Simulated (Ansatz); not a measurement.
H₃N₃Si (SMILES N[SiH]1N=N1)

```yaml
atoms:
  - { symbol: N, position_ang: [-0.4788, -1.5128, 0.1062] }
  - { symbol: N, position_ang: [1.2092, -0.4340, 2.3880] }
  - { symbol: N, position_ang: [0.9865, 0.5939, 1.7318] }
  - { symbol: Si, position_ang: [-0.3685, -0.5816, 1.5216] }
  - { symbol: H, position_ang: [-0.5529, -1.1047, -0.8124] }
  - { symbol: H, position_ang: [-0.2413, -2.4918, 0.0765] }
  - { symbol: H, position_ang: [-1.5515, -0.3194, 2.3357] }
```

Geometry: B3LYP-D3(BJ)/6-311G**.

Level of theory: isolated molecule in a Gaussian basis; Kohn-Sham density functional theory, functional PBE0 (Ansatz 0.2.0).

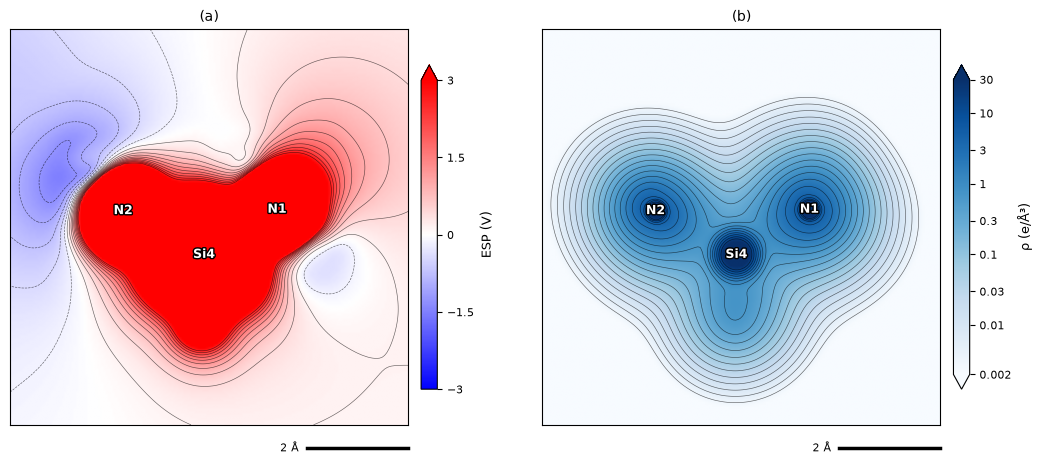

Figure 1. (a) molecular electrostatic potential; (b) electron density on the plane of atoms N1, Si4 and N2.

Q: What do the fields say about this system?

A:
- Atoms in the plane: N and Si.
- Si–N (1.70 Å): the density is about 1.2 e/Å³ at the midpoint.
- Si–N (1.81 Å): ρ is about 0.92 e/Å³ halfway.
- Outside the dense part of the molecule the potential is most negative (−1.5 V) near N2.

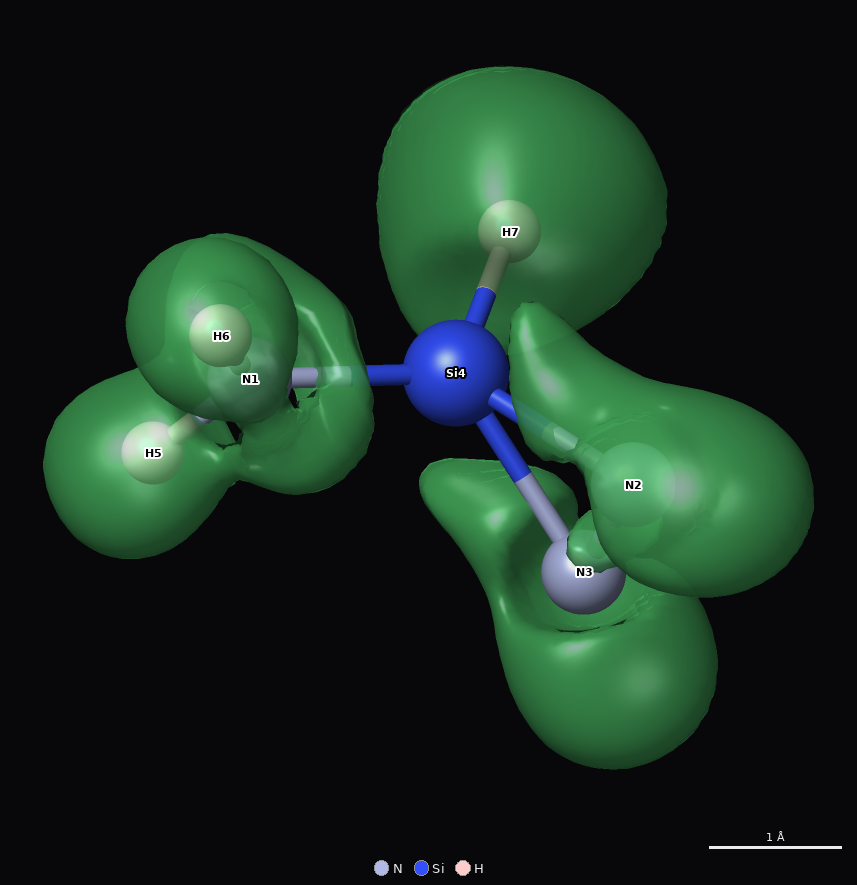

Figure 2. Isosurface of the ELF at 0.8 (green), seen at a tilt. Only the valence region is drawn (cores and ρ < 0.01 e/Å³ removed).

Q: What do the ELF domains correspond to?

A: The surface consists of one region between bonded N–N atoms (shared pairs), one region around a hydrogen nucleus, two lobes on N, pointing away from the bonds (lone pairs) and one joined region spread over several atoms (H, N), in which their bonds and any lone pairs are merged.


N–N (1.24 Å): the ELF peaks at about 0.90 between the atoms (a covalent bond). Si–N (1.70 Å): the ELF peaks at about 0.90 between the atoms (a polar covalent bond).

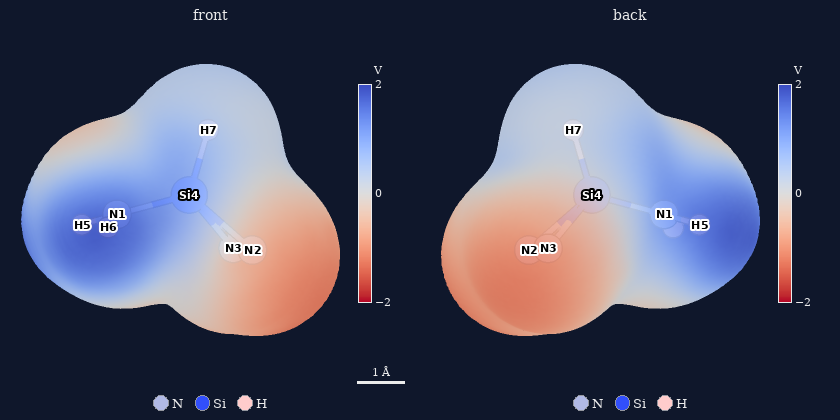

Figure 3. The molecular electrostatic potential painted on the density surface at 0.001 e/bohr³, seen from the front and from behind; red is negative and blue positive.

Q: Where is the surface potential most negative and most positive?

A: The most negative region (about −1.2 V, or −28 kcal/mol for a unit charge) lies over N2 and N3, the most positive (about +1.8 V, or +42 kcal/mol for a unit charge) over H5 and H6.

Q: What dipole moment does the calculation give?

A: Its dipole moment is 3.29 D.
